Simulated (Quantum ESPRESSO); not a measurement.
## Collinear magnetic orders of NaMnCl3 with Quantum ESPRESSO

Does NaMnCl3 prefer parallel or opposed moments?

Main program and level: Quantum ESPRESSO 7.5; LDA with U = 4 eV on Mn d (ortho-atomic projectors); plane waves with GBRV 1.5 LDA potentials, no spin-orbit coupling.

### 1. The structure

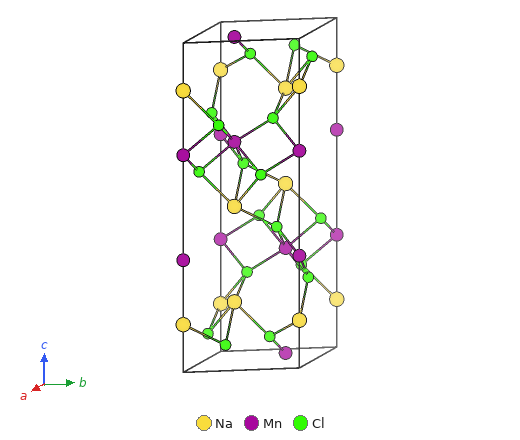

Start, viewed slightly off an axis; sodium yellow, manganese purple, chlorine green. This picture shows the conventional cell, with its axes. Bonds to atoms that aren't drawn are left out. Some periodic images of atoms are drawn too.

The cell comes from the Crystallography Open Database.

### 2. Start 1: ferro ++

The signs are those of the starting moments on the seeded atoms, the atoms that are given a moment.

File pw.in:

```
&CONTROL
  calculation = 'scf'
  prefix = 'pwscf'
  outdir = './tmp'
  pseudo_dir = './pseudo'
  disk_io = 'nowf'
/
&SYSTEM
  ibrav = 0
  celldm(1) = 8
  nat = 10
  ntyp = 3
  ecutwfc = 40
  ecutrho = 280
  nbnd = 64
  occupations = 'smearing'
  smearing = 'fd'
  degauss = 0.00367493
  nspin = 2
  starting_magnetization(1) = 0
  starting_magnetization(2) = 0.3
  starting_magnetization(3) = 0
/
&ELECTRONS
  conv_thr = 2d-08
  electron_maxstep = 150
  mixing_beta = 0.3
/
ATOMIC_SPECIES
Na     22.9898 na_lda_v1.5.uspp.F.UPF
Mn     54.9380 mn_lda_v1.5.uspp.F.UPF
Cl     35.4500 cl_lda_v1.4.uspp.F.UPF
CELL_PARAMETERS alat
   0.7784490554630    0.4494377717186    1.4666636884752
  -0.7784490554630    0.4494377717186    1.4666636884752
   0.0000000000000   -0.8988755434372    1.4666636884752
ATOMIC_POSITIONS crystal
Na      0.1449000000    0.1449000000    0.1449000000
Na      0.8551000000    0.8551000000    0.8551000000
Mn      0.3407000000    0.3407000000    0.3407000000
Mn      0.6593000000    0.6593000000    0.6593000000
Cl      0.4490000000    0.7169000000    0.0672000000
Cl      0.0672000000    0.4490000000    0.7169000000
Cl      0.7169000000    0.0672000000    0.4490000000
Cl      0.5510000000    0.2831000000    0.9328000000
Cl      0.9328000000    0.5510000000    0.2831000000
Cl      0.2831000000    0.9328000000    0.5510000000
K_POINTS automatic
4 4 4 0 0 0
HUBBARD {ortho-atomic}
U Mn-3d 4.0000
```

Started as:

```
> OMP_NUM_THREADS=1 mpirun -n 4 pw.x -nk 4 -in pw.in > pw.out
```

The log of the run:

```text
Program PWSCF v.7.5 starts

     Message from routine setup:
     using ibrav=0 with symmetry is DISCOURAGED, use correct ibrav instead

     K-points division:     npool     =       4
     Subspace diagonalization in iterative solution of the eigenvalue problem:

     G-vector sticks info
     --------------------
     sticks:   dense  smooth     PW     G-vecs:    dense   smooth      PW
     Sum        3409    1945    555               124791    53855    8311

     Using Slab Decomposition

     bravais-lattice index     =            0
     lattice parameter (alat)  =       8.0000  a.u.
     unit-cell volume          =    1576.3459 (a.u.)^3
     number of atoms/cell      =           10
     number of atomic types    =            3
     number of electrons       =        90.00
     number of Kohn-Sham states=           64
     kinetic-energy cutoff     =      40.0000  Ry
     charge density cutoff     =     280.0000  Ry
     scf convergence threshold =      2.0E-08
     mixing beta               =       0.3000
     number of iterations used =            8  plain     mixing
     Exchange-correlation=  SLA  PZ   NOGX NOGC
                           (   1   1   0   0   0   0   0)
     Hubbard projectors: ortho-atomic
     Hubbard parameters of DFT+U (Dudarev formulation) in eV:
     U(Mn-3d) =  4.0000

     Internal variables: lda_plus_u =T, lda_plus_u_kind = 0

     Internal variables: orbital_resolved =F, hub_pot_fix =F, apply_U = F

     celldm(1)=   8.000000  celldm(2)=   0.000000  celldm(3)=   0.000000
     celldm(4)=   0.000000  celldm(5)=   0.000000  celldm(6)=   0.000000

     crystal axes: (cart. coord. in units of alat)
               a(1) = (   0.778449   0.449438   1.466664 )
               a(2) = (  -0.778449   0.449438   1.466664 )
               a(3) = (   0.000000  -0.898876   1.466664 )

     reciprocal axes: (cart. coord. in units 2 pi/alat)
               b(1) = (  0.642303  0.370834  0.227273 )
               b(2) = ( -0.642303  0.370834  0.227273 )
               b(3) = (  0.000000 -0.741667  0.227273 )

     PseudoPot. # 1 for Na read from file:
     na_lda_v1.5.uspp.F.UPF
     Pseudo is Ultrasoft, Zval =  9.0
     Generated by new atomic code, or converted to UPF format
     Using radial grid of  819 points,  5 beta functions with:
                l(1) =   0
                l(2) =   0
                l(3) =   1
                l(4) =   1
                l(5) =   2
     Q(r) pseudized with  8 coefficients,  rinner =    1.250   1.250   1.250
                                                       1.250   1.250

     PseudoPot. # 2 for Mn read from file:
     mn_lda_v1.5.uspp.F.UPF
     Pseudo is Ultrasoft + core correction, Zval = 15.0
     Generated by new atomic code, or converted to UPF format
     Using radial grid of  859 points,  6 beta functions with:
                l(1) =   0
                l(2) =   0
                l(3) =   1
                l(4) =   1
                l(5) =   2
                l(6) =   2
     Q(r) pseudized with  8 coefficients,  rinner =    0.950   0.950   0.950
                                                       0.950   0.950

     PseudoPot. # 3 for Cl read from file:
     cl_lda_v1.4.uspp.F.UPF
     Pseudo is Ultrasoft + core correction, Zval =  7.0
     Generated by new atomic code, or converted to UPF format
     Using radial grid of  909 points,  6 beta functions with:
                l(1) =   0
                l(2) =   0
                l(3) =   1
                l(4) =   1
                l(5) =   2
                l(6) =   2
     Q(r) pseudized with  8 coefficients,  rinner =    1.300   1.300   1.300
                                                       1.300   1.300

     atomic species   valence    mass     pseudopotential
     Na                9.00    22.98980     Na( 1.00)
     Mn               15.00    54.93800     Mn( 1.00)
     Cl                7.00    35.45000     Cl( 1.00)

     Starting magnetic structure
     atomic species   magnetization
     Na              0.000
     Mn              0.300
     Cl              0.000

      6 Sym. Ops., with inversion, found

   Cartesian axes

     site n.     atom                  positions (alat units)
         1        Na     tau(   1) = (   0.0000000  -0.0000000   0.6375587  )
         2        Na     tau(   2) = (   0.0000000  -0.0000000   3.7624324  )
         3        Mn     tau(   3) = (   0.0000000   0.0000000   1.4990770  )
         4        Mn     tau(   4) = (   0.0000000   0.0000000   2.9009141  )
         5        Cl     tau(   5) = (  -0.2085465   0.4635951   1.8085430  )
         6        Cl     tau(   6) = (  -0.2972118  -0.4124041   1.8085430  )
         7        Cl     tau(   7) = (   0.5057584  -0.0511910   1.8085430  )
         8        Cl     tau(   8) = (   0.2085465  -0.4635951   2.5914481  )
         9        Cl     tau(   9) = (   0.2972118   0.4124041   2.5914481  )
        10        Cl     tau(  10) = (  -0.5057584   0.0511910   2.5914481  )

     number of k points=    14  Fermi-Dirac smearing, width (Ry)=  0.0037
                       cart. coord. in units 2pi/alat
        k(    1) = (   0.0000000   0.0000000   0.0000000), wk =   0.0156250
        k(    2) = (   0.0000000  -0.1854168   0.0568183), wk =   0.0937500
        k(    3) = (   0.0000000   0.3708337  -0.1136366), wk =   0.0468750
        k(    4) = (  -0.1605757  -0.0927084   0.1136366), wk =   0.0937500
        k(    5) = (  -0.1605757   0.4635421  -0.0568183), wk =   0.0937500
        [... 9 further k-points ...]

     Dense  grid:   124791 G-vectors     FFT dimensions: (  75,  75,  75)

     Smooth grid:    53855 G-vectors     FFT dimensions: (  60,  60,  60)

     Check: negative core charge=   -0.000017
     Generating pointlists ...
     new r_m :   0.2649 (alat units)  2.1192 (a.u.) for type    1
     new r_m :   0.2455 (alat units)  1.9639 (a.u.) for type    2
     new r_m :   0.2455 (alat units)  1.9639 (a.u.) for type    3

     Initial potential from superposition of free atoms

     starting charge      88.9888, renormalised to      90.0000

     negative rho (up, down):  4.456E-02 4.490E-02

     STARTING HUBBARD OCCUPATIONS:

     =================== HUBBARD OCCUPATIONS ===================
     ------------------------ ATOM    3 ------------------------
     Tr[ns(  3)] (up, down, total) =   5.00000  0.00000  5.00000
     Atomic magnetic moment for atom   3 =   5.00000
     [... lines left out ...]
     ------------------------ ATOM    4 ------------------------
     Tr[ns(  4)] (up, down, total) =   5.00000  0.00000  5.00000
     Atomic magnetic moment for atom   4 =   5.00000
     [... lines left out ...]
     Number of occupied Hubbard levels =   10.0000

     Atomic wfc used for Hubbard projectors are orthogonalized

     Starting wfcs are   60 randomized atomic wfcs +    4 random wfcs

     Self-consistent Calculation

     iteration #  1     ecut=    40.00 Ry     beta= 0.30
     Davidson diagonalization with overlap
     ethr =  1.00E-02,  avg # of iterations =  6.1

     =================== HUBBARD OCCUPATIONS ===================
     ------------------------ ATOM    3 ------------------------
     Tr[ns(  3)] (up, down, total) =   4.97499  0.18506  5.16005
     Atomic magnetic moment for atom   3 =   4.78993
     [... lines left out ...]
     ------------------------ ATOM    4 ------------------------
     Tr[ns(  4)] (up, down, total) =   4.97499  0.18506  5.16005
     Atomic magnetic moment for atom   4 =   4.78993
     [... lines left out ...]
     Number of occupied Hubbard levels =   10.3201

     Threshold (ethr) on eigenvalues was too large:
     Diagonalizing with lowered threshold

     Davidson diagonalization with overlap
     ethr =  3.73E-04,  avg # of iterations =  4.7

     negative rho (up, down):  4.464E-02 4.474E-02

     total energy              =    -813.14114428 Ry
     estimated scf accuracy    <       0.33746293 Ry

     total magnetization       =    10.00 Bohr mag/cell
     absolute magnetization    =    10.00 Bohr mag/cell

     iteration #  2     ecut=    40.00 Ry     beta= 0.30
     Davidson diagonalization with overlap
     ethr =  3.75E-04,  avg # of iterations =  1.6

     negative rho (up, down):  4.423E-02 4.407E-02

     total energy              =    -813.16418826 Ry
     estimated scf accuracy    <       0.06664188 Ry

     total magnetization       =    10.00 Bohr mag/cell
     absolute magnetization    =    10.00 Bohr mag/cell

     iteration #  3     ecut=    40.00 Ry     beta= 0.30
     Davidson diagonalization with overlap
     ethr =  7.40E-05,  avg # of iterations =  7.6

     negative rho (up, down):  4.362E-02 4.325E-02

     total energy              =    -813.17373496 Ry
     estimated scf accuracy    <       0.01529746 Ry

     total magnetization       =    10.00 Bohr mag/cell
     absolute magnetization    =    10.00 Bohr mag/cell

     [... further iterations left out ...]

     iteration #  7     ecut=    40.00 Ry     beta= 0.30
     Davidson diagonalization with overlap
     ethr =  1.16E-08,  avg # of iterations =  3.2

     negative rho (up, down):  4.308E-02 4.247E-02

     total energy              =    -813.17544801 Ry
     estimated scf accuracy    <       0.00000224 Ry

     total magnetization       =    10.00 Bohr mag/cell
     absolute magnetization    =    10.00 Bohr mag/cell

     iteration #  8     ecut=    40.00 Ry     beta= 0.30
     Davidson diagonalization with overlap
     ethr =  2.49E-09,  avg # of iterations =  2.3

     negative rho (up, down):  4.307E-02 4.245E-02

     total energy              =    -813.17544837 Ry
     estimated scf accuracy    <       0.00000037 Ry

     total magnetization       =    10.00 Bohr mag/cell
     absolute magnetization    =    10.00 Bohr mag/cell

     iteration #  9     ecut=    40.00 Ry     beta= 0.30
     Davidson diagonalization with overlap
     ethr =  4.11E-10,  avg # of iterations =  3.0

     negative rho (up, down):  4.307E-02 4.245E-02

     total energy              =    -813.17544850 Ry
     estimated scf accuracy    <       0.00000006 Ry

     total magnetization       =    10.00 Bohr mag/cell
     absolute magnetization    =    10.00 Bohr mag/cell

     iteration # 10     ecut=    40.00 Ry     beta= 0.30
     Davidson diagonalization with overlap
     ethr =  6.15E-11,  avg # of iterations =  3.1

     negative rho (up, down):  4.306E-02 4.244E-02

     Magnetic moment per site  (integrated on atomic sphere of radius R)
     atom   1 (R=0.265)  charge=  8.1043  magn=  0.0040
     atom   2 (R=0.265)  charge=  8.1043  magn=  0.0040
     atom   3 (R=0.245)  charge= 12.9921  magn=  4.4520
     atom   4 (R=0.245)  charge= 12.9921  magn=  4.4520
     atom   5 (R=0.245)  charge=  5.5382  magn=  0.0460
     atom   6 (R=0.245)  charge=  5.5382  magn=  0.0460
     atom   7 (R=0.245)  charge=  5.5382  magn=  0.0460
     atom   8 (R=0.245)  charge=  5.5382  magn=  0.0460
     atom   9 (R=0.245)  charge=  5.5382  magn=  0.0460
     atom  10 (R=0.245)  charge=  5.5382  magn=  0.0460

     End of self-consistent calculation

     =================== HUBBARD OCCUPATIONS ===================
     ------------------------ ATOM    3 ------------------------
     Tr[ns(  3)] (up, down, total) =   4.98479  0.25102  5.23582
     Atomic magnetic moment for atom   3 =   4.73377
     [... lines left out ...]
     ------------------------ ATOM    4 ------------------------
     Tr[ns(  4)] (up, down, total) =   4.98479  0.25102  5.23582
     Atomic magnetic moment for atom   4 =   4.73377
     [... lines left out ...]
     Number of occupied Hubbard levels =   10.4716

     [... lines left out ...]
     the Fermi energy is     4.6892 ev

!    total energy              =    -813.17544853 Ry
     estimated scf accuracy    <          5.0E-09 Ry
     smearing contrib. (-TS)   =      -0.00000000 Ry
     internal energy E=F+TS    =    -813.17544853 Ry

     The total energy is F=E-TS. E is the sum of the following terms:
     one-electron contribution =    -558.00915597 Ry
     hartree contribution      =     302.65513870 Ry
     xc contribution           =    -137.13223609 Ry
     ewald contribution        =    -420.76197905 Ry
     Hubbard energy            =       0.07278389 Ry

     total magnetization       =    10.00 Bohr mag/cell
     absolute magnetization    =    10.00 Bohr mag/cell

     convergence has been achieved in  10 iterations

=------------------------------------------------------------------------------=
   JOB DONE.
=------------------------------------------------------------------------------=
```

Run time: 86 s. Hardware: 4 MPI ranks of Arm Neoverse V2, shared host; peak memory 1.2 GiB; 5.7 min of CPU time.

Spin moment in the atom's sphere by atom:

| atom | spin moment in the atom's sphere (μB) |
| --- | --- |
| Na1 | 0.00 |
| Na2 | 0.00 |
| Mn3 | 4.45 |
| Mn4 | 4.45 |
| Cl5 | 0.05 |
| Cl6 | 0.05 |
| Cl7 | 0.05 |
| Cl8 | 0.05 |
| Cl9 | 0.05 |
| Cl10 | 0.05 |

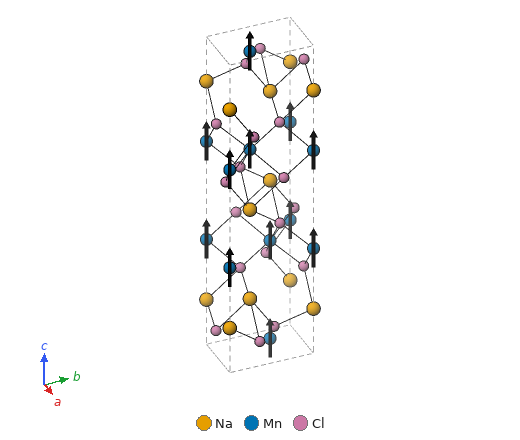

Spin moment in the atom's sphere as arrows, the longest 4.45 μB. Up and down stand for the sign. Arrows give size and sign along the axis of quantisation, drawn up and down the page. Bonds to atoms that aren't drawn are left out. Some periodic images of atoms are drawn too.

This step gave:

| Quantity | Value |
| --- | --- |
| smearing term TS | 4.79e-17 eV |
| magnetization | 10 μB |
| absolute magnetization | 10.00 μB |
| final state | ferromagnetic |

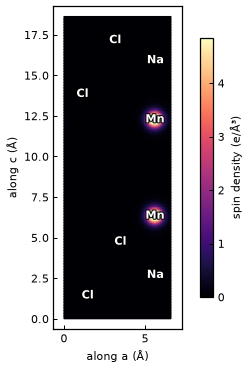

Spin density in the ac plane of the conventional cell at fractional y = 0.000, with atoms of Na and Mn and Cl within 0.2 Å of it. The map starts off the cell's origin, so that atoms lie inside it.

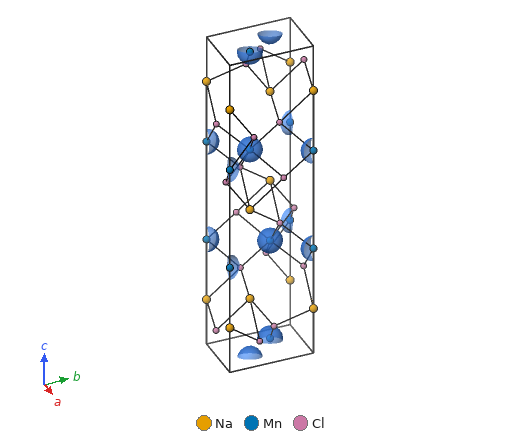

Surface of spin density = 0.57 e/Å³, which holds about 70 % of the integral of its size. Bonds to atoms that aren't drawn are left out.

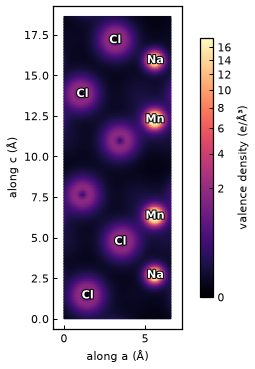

Valence density in the ac plane of the conventional cell at fractional y = 0.000, with atoms of Na and Mn and Cl within 0.2 Å of it. It is the smooth field of the valence electrons, not physical close to the nuclei. The map starts off the cell's origin, so that atoms lie inside it. The colour scale is stretched toward low values.

(Continued in part 2 of 2.)

[Logs and program files are shortened in this print: banners, set-up blocks, solver, clock and traceback lines can be left out without a mark of their own.]

[Logs are printed without paths, hosts, clocks, repeated set-up lines and the standing remarks that a program may print on its own settings, such as how far it seeks lower states.]

[Hosts, paths, dates, database ids (printed as entryN), source tags and the programs' standing remarks are cut or masked in the printed files.]

[Where a cell is said to come from a database of computed structures, the database is the Materials Project.]
